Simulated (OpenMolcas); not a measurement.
## Single-point calculation, with input and output: BClF (part 2 of 2)

Continued. System: BClF, multiplicity 2, SMILES F[B]Cl. Method: HF/ANO-RCC-MB, ROHF, DKH2 (OpenMolcas 26.06). The geometry comes from this level: GFN2-xTB.

Geometry of the input (Å):
```
F  0.5259  1.0642  0.3957
B  -0.3912  0.3069  -0.1781
Cl -0.1347  -1.3712  -0.2176
```

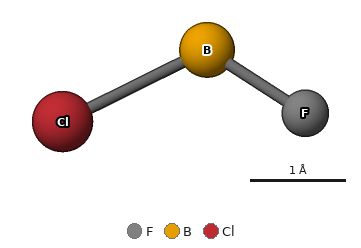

Figure 1. The structure as given in the input (ball-and-stick view, seen at a tilt).

**The program's output, continued**
```
        1 F1     1s        -0.0000    1.0001    0.0000    0.0000   -0.0000    0.0000   -0.0002   -0.0062   -0.0020    0.0223
        2 F1     2s        -0.0000   -0.0023    0.0000   -0.0001   -0.0000    0.0000    0.0006    0.9083   -0.0814    0.3629
        3 F1     2px        0.0000    0.0000   -0.0001    0.0002    0.0001   -0.0002   -0.0007   -0.0650    0.0159    0.5510
        4 F1     2py       -0.0000   -0.0026    0.0001   -0.0015    0.0004   -0.0000   -0.0011   -0.1429   -0.0238    0.4582
        5 F1     2pz       -0.0000   -0.0003   -0.0000   -0.0001    0.0001    0.0004   -0.0005   -0.0501    0.0061    0.3451
        6 B2     1s         0.0000   -0.0001   -0.0001    0.0015    0.0005    0.0000    0.9998   -0.0422   -0.0322    0.0584
        7 B2     2s         0.0000   -0.0009   -0.0008    0.0001   -0.0005   -0.0000    0.0138    0.0703    0.0996   -0.2227
        8 B2     2px        0.0000   -0.0003   -0.0002   -0.0002    0.0003   -0.0001    0.0021    0.0755    0.0238   -0.1621
        9 B2     2py       -0.0000   -0.0003    0.0007   -0.0000    0.0003   -0.0000   -0.0010    0.0463   -0.1276   -0.0696
       10 B2     2pz       -0.0000   -0.0002   -0.0000   -0.0001    0.0002    0.0003    0.0010    0.0456   -0.0007   -0.0946
       11 CL3    1s         1.0000    0.0000    0.0001   -0.0001   -0.0000    0.0000   -0.0000   -0.0002   -0.0022    0.0014
       12 CL3    2s        -0.0001    0.0000    0.9997   -0.0156   -0.0033   -0.0000   -0.0003   -0.0014    0.0024    0.0158
       13 CL3    3s        -0.0001    0.0000   -0.0233    0.0017    0.0006   -0.0000   -0.0002    0.0181    0.8811    0.1833
       14 CL3    2px       -0.0000    0.0000   -0.0026   -0.3390    0.8138   -0.4719    0.0002   -0.0012    0.0010    0.0021
       15 CL3    3px       -0.0000   -0.0004   -0.0003   -0.0044    0.0032   -0.0011    0.0017   -0.0140    0.0672   -0.1413
       16 CL3    2py        0.0001    0.0000    0.0158    0.9369    0.3366   -0.0928   -0.0019   -0.0013   -0.0081    0.0054
       17 CL3    3py       -0.0000   -0.0007    0.0015    0.0029    0.0006   -0.0002   -0.0002   -0.0149    0.1247   -0.1431
       18 CL3    2pz        0.0000    0.0000    0.0003   -0.0833    0.4737    0.8767   -0.0001   -0.0008   -0.0003    0.0017
       19 CL3    3pz       -0.0000   -0.0003    0.0000   -0.0020    0.0018    0.0020    0.0009   -0.0091    0.0494   -0.0912

          Orbital           11        12        13        14        15        16        17        18        19
          Energy           -0.6596   -0.6001   -0.6807   -0.5765   -0.6468   -0.1964    0.0833    0.3369    0.4520
          Occ. No.          2.0000    2.0000    1.9998    1.9996    1.9992    1.0000    0.0008    0.0004    0.0002

        1 F1     1s        -0.0027   -0.0000    0.0017   -0.0014    0.0000   -0.0031    0.0000   -0.0144    0.0932
        2 F1     2s        -0.0220   -0.0000    0.0596    0.0113    0.0000   -0.0692    0.0000   -0.1421    0.7717
        3 F1     2px       -0.3570    0.3518   -0.4250    0.1220   -0.2751    0.2622   -0.1987   -0.0237   -0.4614
        4 F1     2py        0.0408    0.0692    0.8183    0.0208   -0.0541   -0.1143   -0.0391    0.3218   -0.3238
        5 F1     2pz       -0.1878   -0.6536   -0.1422    0.0679    0.5111    0.1290    0.3691    0.0213   -0.2826
        6 B2     1s         0.0151    0.0000   -0.0135    0.0247    0.0000    0.0307   -0.0000    0.0920   -0.0513
        7 B2     2s        -0.1788   -0.0000    0.0907   -0.1899    0.0000    0.7587   -0.0000    0.9500   -0.5690
        8 B2     2px        0.0001    0.0062   -0.0693    0.0735   -0.1156   -0.5937    0.4943    0.4118   -0.7431
        9 B2     2py        0.3183    0.0012   -0.0099    0.0816   -0.0227    0.2844    0.0972   -0.9836   -0.7766
       10 B2     2pz        0.0337   -0.0115   -0.0383    0.0482    0.2148   -0.2895   -0.9183    0.1176   -0.4822
       11 CL3    1s         0.0051    0.0000   -0.0001    0.0022   -0.0000   -0.0002    0.0000   -0.0191   -0.0053
       12 CL3    2s         0.0512    0.0000   -0.0014    0.0199   -0.0000   -0.0053    0.0000   -0.1705   -0.0448
       13 CL3    3s         0.4067    0.0000   -0.0070    0.0789   -0.0000   -0.0874    0.0000   -0.7638   -0.1589
       14 CL3    2px       -0.0026    0.0003    0.0009   -0.0068    0.0026    0.0072   -0.0061    0.0049    0.0120
       15 CL3    3px       -0.1277   -0.3259    0.1655    0.8016   -0.3046    0.2762   -0.2046    0.0823    0.2559
       16 CL3    2py        0.0153    0.0001    0.0003    0.0100    0.0005   -0.0024   -0.0012   -0.0514   -0.0095
       17 CL3    3py       -0.6632   -0.0641    0.3004   -0.1292   -0.0599   -0.2649   -0.0402   -0.9205   -0.0863
       18 CL3    2pz        0.0002   -0.0005    0.0005   -0.0026   -0.0049    0.0036    0.0113   -0.0028    0.0055
       19 CL3    3pz       -0.1389    0.6054    0.1209    0.4178    0.5659    0.1207    0.3801   -0.0531    0.1286
--

++    Molecular properties:
      ---------------------

      Charge (e):
                      =   -0.0000
      Dipole Moment (debye):
      Origin of the operator (angstrom)=    0.0150   -0.3748   -0.0316
                   X= -8.2891E-01               Y=  4.1794E-01               Z= -4.0197E-01           Total=  1.0116E+00
      Quadrupole Moment (debye*angstrom):
      Origin of the operator (angstrom)=    0.0150   -0.3748   -0.0316
                  XX= -2.5271E+01              XY= -1.4811E+00              XZ= -1.1401E+00              YY= -2.7533E+01
                  YZ= -1.2299E+00              ZZ= -2.4188E+01
      In traceless form (debye*angstrom)
                  XX=  5.8937E-01              XY= -2.2217E+00              XZ= -1.7101E+00              YY= -2.8033E+00
                  YZ= -1.8448E+00              ZZ=  2.2139E+00
--

--- Stop Module: scf /rc=_RC_ALL_IS_WELL_ ---

--- Start Module: rasscf ---

                                              &RASSCF

                       available to each process: 1.9 GB of memory, 1 thread

      Header of the ONEINT file:
      --------------------------

      OrdInt status: non-squared

      Cartesian coordinates in angstrom:
      -----------------------------------------------------
      No.  Label        X            Y            Z
      -----------------------------------------------------
       1   F1         0.52593000   1.06425000   0.39570000
       2   B2        -0.39119000   0.30694000  -0.17810000
       3   CL3       -0.13474000  -1.37119000  -0.21761000
      -----------------------------------------------------
      Nuclear repulsion energy =   75.69836786

++    Wave function specifications:
      -----------------------------

      Number of closed shell electrons          30
      Number of electrons in active shells       1
      Max number of holes in RAS1 space          0
      Max nr of electrons in RAS3 space          0
      Number of inactive orbitals               15
      Number of active orbitals                  1
      Number of secondary orbitals               3
      Spin quantum number                      0.5
      State symmetry                             1
--

++    Orbital specifications:
      -----------------------

      Symmetry species                           1
                                                 a
      Frozen orbitals                            0
      Inactive orbitals                         15
      Active orbitals                            1
      RAS1 orbitals                              0
      RAS2 orbitals                              1
      RAS3 orbitals                              0
      Secondary orbitals                         3
      Deleted orbitals                           0
      Number of basis functions                 19
--

++    CI expansion specifications:
      ----------------------------

      Number of CSFs                             1
      Number of determinants                     1
      Number of root(s) required                 1
      Root chosen for geometry opt.              1
      CI root used                               1

      highest root included in the CI            1
      max. size of the explicit Hamiltonian      1
--

++    Optimization specifications:
      ----------------------------

      RASSCF algorithm: Conventional
      Maximum number of macro iterations       200
      Maximum number of SX iterations          100
      Threshold for RASSCF energy            1.000E-08
      Threshold for max MO rotation          1.000E-01
      Threshold for max BLB element          1.000E-04
      Level shift parameter                  5.000E-01
      Make Quasi-Newton update
--

      The MO-coefficients are taken from the file:
      step1.UnaOrb
      Title:UHF natural orbitals

      Total molecular charge    0.00

      ************************************************************************************************************************
      *                                            Wave function control section                                             *
      ************************************************************************************************************************

                                         RASSCF iterations: Energy and convergence statistics
                                         ----------------------------------------------------

          iter iter root      energy       change     param      element    value   shift minimum  type update hh:mm:ss
 Nr of preliminary CI iterations:   1
        1   1    6    1  -585.04489804    0.00E+00  -1.68E-03   16  18 1  1.28E-03*  0.22   0.00    SX    NO    0:00:00
        2   1    5    1  -585.04490524   -7.20E-06* -7.81E-04   16  18 1  5.92E-04*  0.22   0.00    SX    NO    0:00:00
        3   1    5    1  -585.04490651   -1.27E-06* -3.53E-04   16  18 1  2.67E-04*  0.22   0.00    SX    NO    0:00:00
        4   1    4    1  -585.04490676   -2.53E-07* -1.60E-04   16  18 1  1.21E-04*  0.22   0.00    SX    NO    0:00:00
        5   1    4    1  -585.04490682   -5.39E-08* -1.41E-04   16  18 1  5.54E-05   0.22   1.88    LS   YES    0:00:00
        6   1    4    1  -585.04490683   -1.52E-08* -7.41E-06   13  18 1 -1.65E-05   0.22   1.00    QN   YES    0:00:00
        7   1    3    1  -585.04490683   -5.21E-10   5.83E-06   13  18 1 -7.55E-06   0.22   1.83    QN   YES    0:00:00
      Convergence after  7 iterations
        8   1    3    1  -585.04490683   -1.34E-10   5.83E-06   12  17 1 -7.74E-07   0.22   1.83    QN   YES    0:00:00

      ************************************************************************************************************************
                                                      Wave function printout:
                       occupation of active orbitals, and spin coupling of open shells (u,d: Spin up or down)
      ************************************************************************************************************************

      Note: transformation to natural orbitals
      has been made, which may change the order of the CSFs.

      printout of CI-coefficients larger than  0.05 for root  1
      energy=    -585.044907
      conf/sym  1     Coeff  Weight
             1  u   1.00000 1.00000

      Natural orbitals and occupation numbers for root  1
      sym 1:   1.000000

      ************************************************************************************************************************
      *                                                    Final results                                                     *
      ************************************************************************************************************************

++    Final optimization conditions:
      ------------------------------

      Average CI energy                            -585.04490683
      RASSCF energy for state  1                   -585.04490683
      Super-CI energy                                -0.00000000
      RASSCF energy change                           -0.00000000
      Max change in MO coefficients              -7.588E-06
      Max non-diagonal density matrix element     5.827E-06
      Maximum BLB matrix element                 -7.741E-07
      (orbital pair  12,  17 in symmetry   1)
      Norm of electronic gradient            1.406E-06
--

      Final state energy(ies):
      ------------------------

::    RASSCF root number  1 Total energy:   -585.04490683
      Von Neumann Entropy (Root   1) =  0.50000

      Mulliken population analysis for root number:  1
      -----------------------------------------------

++    Molecular charges:
      ------------------

      Mulliken charges per centre
      ---------------------------

                F1      B2      CL3
      Total    9.4305  4.3938 17.1757

      N-E     -0.4305  0.6062 -0.1757

      Total electronic charge=   31.000000

      Total            charge=   -0.000000
--

      Expectation values of various properties for root number:  1
      -----------------------------------------------------------

++    Molecular properties:
      ---------------------

      Charge (e):
                      =   -0.0000
      Dipole Moment (debye):
      Origin of the operator (angstrom)=    0.0150   -0.3748   -0.0316
                   X= -8.3475E-01               Y=  4.2389E-01               Z= -4.0449E-01           Total=  1.0199E+00
      Quadrupole Moment (debye*angstrom):
      Origin of the operator (angstrom)=    0.0150   -0.3748   -0.0316
                  XX= -2.5271E+01              XY= -1.4859E+00              XZ= -1.1431E+00              YY= -2.7542E+01
                  YZ= -1.2340E+00              ZZ= -2.4185E+01
      In traceless form (debye*angstrom)
                  XX=  5.9287E-01              XY= -2.2289E+00              XZ= -1.7146E+00              YY= -2.8142E+00
                  YZ= -1.8509E+00              ZZ=  2.2213E+00
--

      Mulliken spin population analysis for root number:  1
      ---------------------------------------------------

++    Molecular charges:
      ------------------

      Mulliken spin population per centre
      ---------------------------

                F1      B2      CL3
      Total    0.0332  0.9085  0.0582

      Total electronic spin=    1.000000
--

      LoProp population analysis for root number:  1
      -----------------------------------------------

++    LoProp analysis:
      ----------------

++    Static properties:
      ------------------

      LoProp Charges per center

                   F1       B2       CL3
      Nuclear      9.0000   5.0000  17.0000
      Electronic  -9.2417  -4.7370 -17.0213

      Total       -0.2417   0.2630  -0.0213
--

      Natural Bond Order analysis for root number:  1

++    Natural Bond Order analysis
      ---------------------------
      Based on LoProp computed density
      -------------------------------------------------------------------------------------
      Atom A       Atom B       Bond Order
      -------------------------------------------------------------------------------------
      NBO located      0.999 non-bonded electrons on atom F1
      NBO located      0.985 non-bonded electrons on atom F1
      NBO located      0.991 non-bonded electrons on atom B2
      NBO located      0.939 non-bonded electrons on atom CL3
      NBO located      1.006 non-bonded electrons on atom CL3
      NBO located      0.997 non-bonded electrons on atom CL3
      NBO located      1.000 non-bonded electrons on atom CL3
      NBO located      1.000 non-bonded electrons on atom CL3
      NBO located      1.000 non-bonded electrons on atom CL3
      NBO located      1.000 non-bonded electrons on atom CL3
      The remaining    6.032 electrons are to be considered as diffuse
--

--

      Canonical orbitals are written to the RASORB file
      Natural orbitals for root   1 are written to the RASORB.1 file
      Spin density orbitals for root   1 are written to the SPDORB.1 file

--- Stop Module: rasscf /rc=_RC_ALL_IS_WELL_ ---

.##################.
.# Happy landing! #.
.##################.

    Timing: Wall=1.66 User=1.29 System=0.28
```

**Results in brief**

```json
{"quantity": "outcome", "value": "converged"}
{"quantity": "total energy", "value": "−585.044907 hartree"}
{"quantity": "basis functions", "value": "19"}
{"quantity": "dipole moment", "value": "1.02 debye"}
{"quantity": "wall time", "value": "1.8 s"}
{"quantity": "peak memory", "value": "0.38 GiB"}
```
